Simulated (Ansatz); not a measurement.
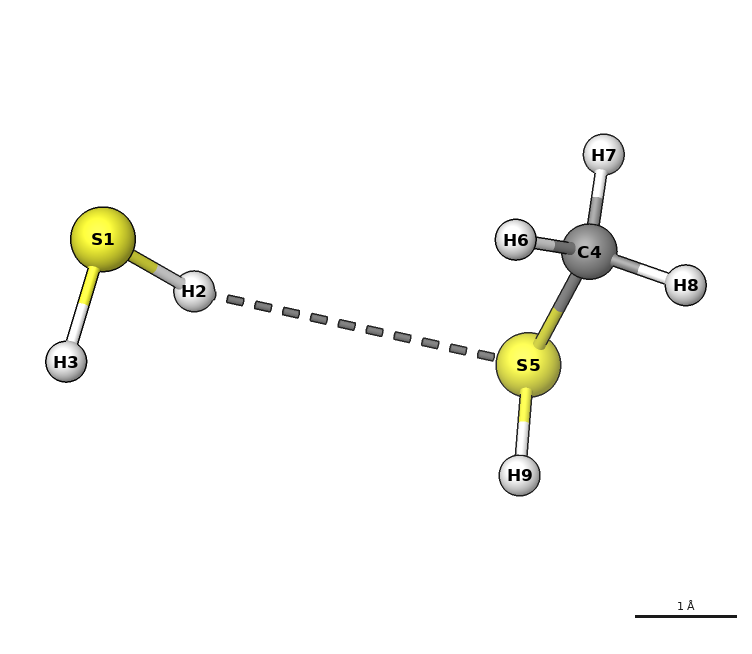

Two molecules or ions; the broken line marks their closest contact (measured against van der Waals radii). Geometry: a pair of rigid molecules at a changed separation. Program: Ansatz 0.2.0.

Question: Which two species are they?

Answer: H2S and CH4S (`CS.S`).

Question: How long is the contact?

Answer: H2···S5 is 3.52 Å.

Give the counterpoise-corrected interaction energy (kJ/mol, monomers kept as in the pair) with RHF-CCSD(T) (frozen core)/def2-TZVPPD; PBE0-D4/def2-TZVPPD; r2SCAN-D4/def2-TZVPPD; B3LYP-D4/def2-TZVPPD; ωB97M-V/def2-TZVPPD; PBE-D4/def2-TZVPPD.

```
                                level  interaction energy (kJ/mol)
RHF-CCSD(T) (frozen core)/def2-TZVPPD                         −5.8
                  PBE0-D4/def2-TZVPPD                         −7.1
                r2SCAN-D4/def2-TZVPPD                         −6.3
                 B3LYP-D4/def2-TZVPPD                         −6.2
                  ωB97M-V/def2-TZVPPD                         −6.0
                   PBE-D4/def2-TZVPPD                         −7.5
```
